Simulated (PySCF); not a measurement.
**C$_{7}$H$_{17}$In: excited-state calculation**

- system: C$_{7}$H$_{17}$In (InEt2(iPr)), SMILES C[CH2][In]([CH2]C)[CH](C)C
- method: TDDFT CAM-B3LYP/def2-SVPD, vertical, gas phase, core orbitals frozen in the response (PySCF 2.14.0)

The geometry comes from this level: PBE0-D3(BJ)/def2-SVP. It belongs to a series of runs on one base structure; here: one ligand: Et to iPr.

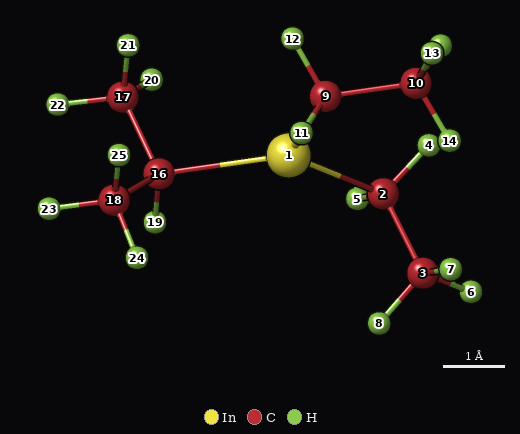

Fig. 1: The structure as given in the input (ball-and-stick view, seen at a tilt; atoms are numbered from 1 in the order of the input). Sticks mark near contacts. Bond lengths as drawn: C–C 1.52 to 1.53 Å, C–H 1.10 to 1.11 Å and C–In 2.19 to 2.20 Å.

Summary:

```json
{"quantity": "outcome", "value": "converged"}
{"quantity": "total energy", "value": "−466.687926 hartree"}
{"quantity": "HOMO", "value": "−7.48 eV"}
{"quantity": "LUMO", "value": "−0.16 eV"}
{"quantity": "dipole moment", "value": "0.24 D"}
{"quantity": "mean polarisability", "value": "126.14 a.u."}
{"quantity": "lowest singlet excitation", "value": "4.06 eV"}
{"quantity": "hardware", "value": "1 CPU thread, shared host"}
{"quantity": "wall time", "value": "5.7 min"}
{"quantity": "peak memory", "value": "1.9 GiB"}
```

Notes:

Spin–orbit coupling is left out, which matters for the heavy atoms.

Input:
```
{"job": {"kind": "uv", "xc": "CAM-B3LYP", "basis": "def2-SVPD", "ip": false, "nstates": 10}, "charge": 0, "multiplicity": 1}
In     0.163342    -0.006430    -0.147464
C      2.350514     0.057826    -0.304876
C      3.021882     0.418463     1.018655
H      2.607648     0.801860    -1.077194
H      2.712331    -0.916646    -0.670345
H      4.121903     0.461847     0.929392
H      2.697738     1.403866     1.392958
H      2.801013    -0.314458     1.812568
C     -0.930356     1.893688    -0.194130
C     -0.059430     3.126597    -0.399179
H     -1.502294     1.963926     0.747627
H     -1.692337     1.809991    -0.988869
H     -0.648764     4.060482    -0.420104
H      0.689354     3.240294     0.401758
H      0.501715     3.082843    -1.346967
C     -0.969944    -1.885507     0.060692
C     -1.477823    -2.331209    -1.307881
C     -2.108475    -1.747441     1.063820
H     -0.254819    -2.640949     0.429497
H     -0.660287    -2.508820    -2.026147
H     -2.157690    -1.587763    -1.759507
H     -2.052157    -3.274948    -1.236501
H     -2.683912    -2.688760     1.155272
H     -1.752616    -1.489319     2.074625
H     -2.826517    -0.965672     0.762880
```

The first line tells a small driver script what to run in PySCF; the rest is the geometry in Å.

Launched with:
```bash
OMP_NUM_THREADS=1 python <driver script> task.json out
```

The program's output:
```
coarse grid: 86376 points
cycle   1  E = -465.4509416924  dE = -2.042e+01  |g| = 2.240e+00  |ddm| = 1.931e+01
cycle   2  E = -459.0003381846  dE =  6.451e+00  |g| = 5.784e+00  |ddm| = 1.664e+02
cycle   3  E = -466.6759879061  dE = -7.676e+00  |g| = 1.750e-01  |ddm| = 1.664e+02
cycle   4  E = -466.6863583980  dE = -1.037e-02  |g| = 7.840e-02  |ddm| = 1.085e+00
cycle   5  E = -466.6877346854  dE = -1.376e-03  |g| = 2.614e-02  |ddm| = 1.938e-01
cycle   6  E = -466.6879248018  dE = -1.901e-04  |g| = 6.362e-03  |ddm| = 6.097e-02
cycle   7  E = -466.6879381528  dE = -1.335e-05  |g| = 2.162e-03  |ddm| = 2.124e-02
cycle   8  E = -466.6879397275  dE = -1.575e-06  |g| = 1.101e-03  |ddm| = 8.296e-03
final grid: 183824 points
cycle   9  E = -466.6879260004  dE = -3.782e-08  |g| = 1.218e-03  |ddm| = 8.778e-03
cycle  10  E = -466.6879258431  dE =  1.573e-07  |g| = 1.463e-03  |ddm| = 4.392e-03
cycle  11  E = -466.6879263976  dE = -5.545e-07  |g| = 6.074e-05  |ddm| = 2.300e-03
cycle  12  E = -466.6879263988  dE = -1.186e-09  |g| = 1.772e-05  |ddm| = 1.400e-04
cycle  13  E = -466.6879263990  dE = -2.598e-10  |g| = 5.701e-06  |ddm| = 9.785e-05
```

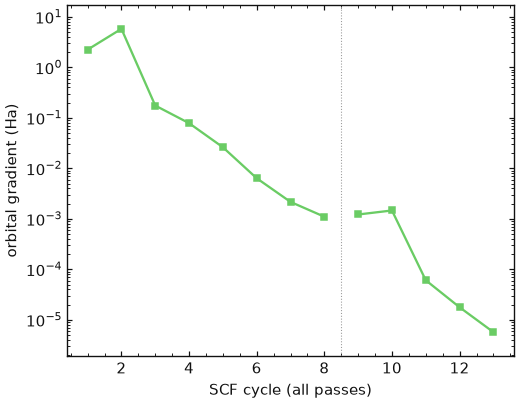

Fig. 2: Convergence of the self-consistent field: orbital gradient against the SCF cycle. The dotted line marks the change from a coarse to the final integration grid. The first 8 cycles use a coarse grid, the final grid takes over at cycle 9, and the field converges after 13 cycles in all.

```
converged SCF energy = -466.6879263990

Static polarisability (au): isotropic 126.137, principal 103.984 127.008 147.420

Singlet excitations
state   eV       nm        f      main configurations
  1   4.0635    305.1   0.00070   H->L 0.98
  2   4.2328    292.9   0.00050   H-1->L 0.98
  3   5.3624    231.2   0.08572   H->L+1 0.91
  4   5.5275    224.3   0.09934   H-1->L+1 0.91
  5   6.3970    193.8   0.00224   H->L+3 0.68, H->L+2 0.18
  6   6.4692    191.7   0.02909   H->L+2 0.57, H->L+3 0.21, H->L+4 0.09
  7   6.6250    187.1   0.01548   H-1->L+2 0.54, H-1->L+3 0.27
  8   6.7327    184.2   0.03251   H-1->L+3 0.37, H-1->L+2 0.24, H-1->L+4 0.19
  9   6.9936    177.3   0.29298   H->L+4 0.67, H-1->L+3 0.10, H->L+2 0.10
 10   7.1783    172.7   0.11945   H-1->L+4 0.60

Triplet excitations (Tamm-Dancoff, eV): 3.8322 3.9936 4.7109 4.8767
```

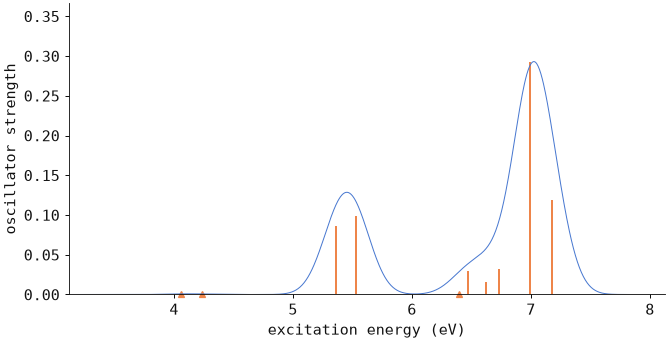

Fig. 3: Computed excitations as sticks (degenerate states added up, dark ones marked on the axis), with a Gaussian envelope of 0.35 eV full width at half maximum, scaled to the tallest. Of the 10 states the lowest lies at 4.06 eV (f = 0.001); the strongest line is at 6.99 eV, or 177 nm (f = 0.293).

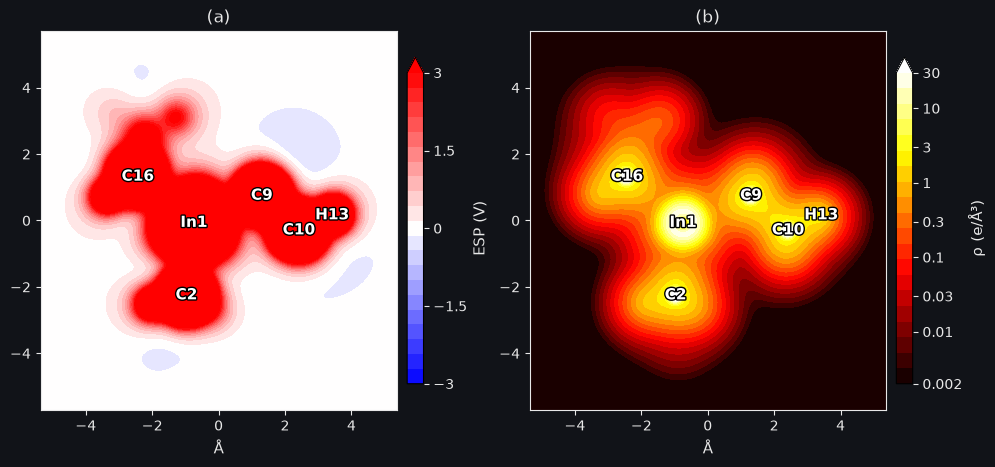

Fig. 4: (a) electrostatic potential; (b) total electron density on the plane of atoms C2, In1 and C9. Atoms in the plane: In, C and H. C–C (1.52 Å): ρ is about 1.6 e/Å³ halfway.

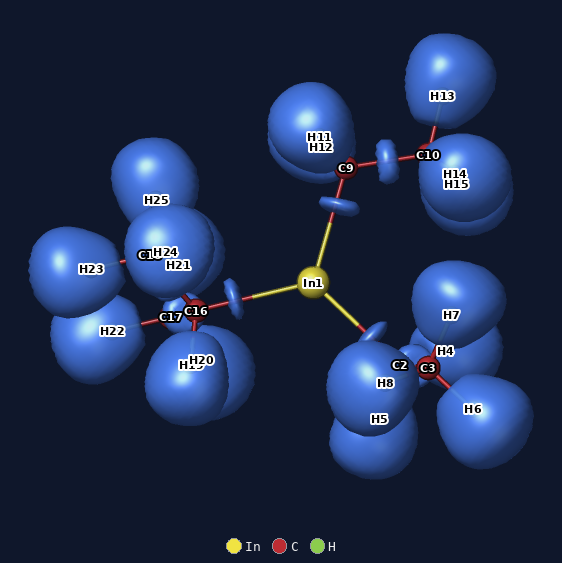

Fig. 5: Isosurface of the electron localisation function at 0.85 (blue), seen at a tilt. Only the valence region is drawn (cores and ρ < 0.01 e/Å³ removed). The ELF exceeds this value in four regions between bonded C–C atoms (shared pairs), 17 regions around hydrogen nuclei and three lobes of the valence shell of C pointing towards In. Along the contacts the grid gives the following. C–C (1.52 Å): the ELF peaks at about 0.95 between the atoms (localised, shared-pair bonding). C–In (2.19 Å): the ELF peaks at about 0.90 in the valence shell of C, 0.7 Å from its nucleus, and drops to about 0.15 between the two atoms.

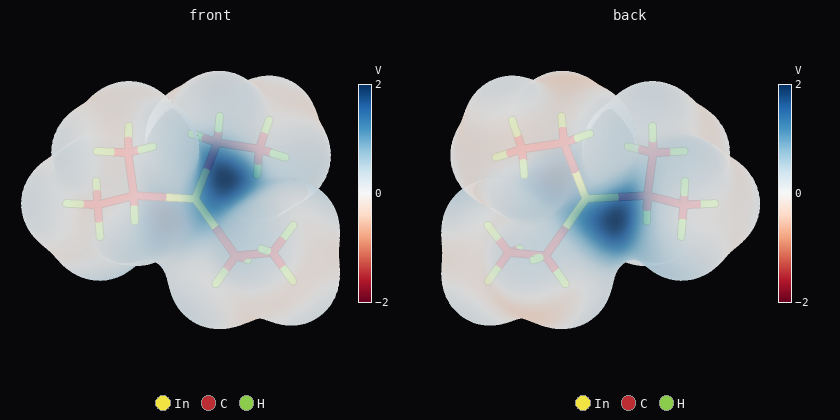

Fig. 6: The molecular electrostatic potential painted on the density surface at 0.001 e/bohr³, seen at a tilt and from behind; red is negative and blue positive.
